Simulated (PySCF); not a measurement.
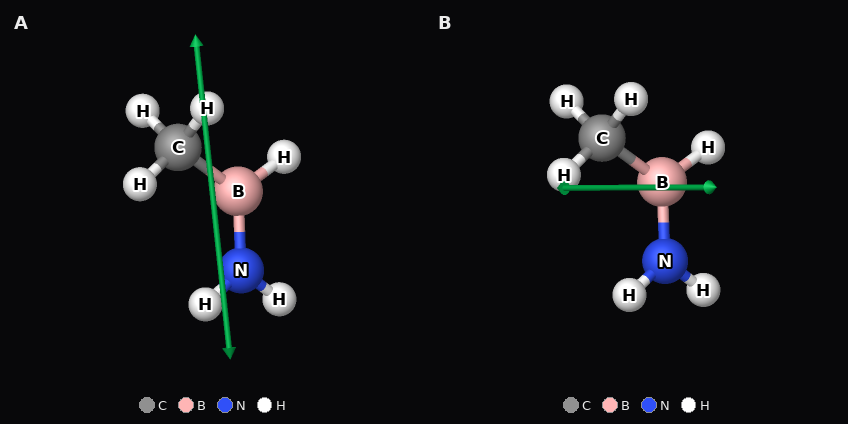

The double arrows show the directions of two transition dipoles from the ground state (lengths mean nothing). The computed structure is the end point of a PBE0-D3(BJ)/def2-SVP optimisation. No frequency run is at hand to confirm it as a minimum. Properties computed with TDDFT PBE0/def2-SVPD, vertical, gas phase, core orbitals frozen in the response (PySCF 2.14.0).

Question: One belongs to singlet state 2 and one to singlet state 4. Which is which?

Answer: A: state 4, 8.33 eV (149 nm), oscillator strength 0.20, mainly HOMO → LUMO+1 (weight 0.87).
B: state 2, 7.54 eV (164 nm), oscillator strength 0.037, mainly HOMO → LUMO (weight 0.94).
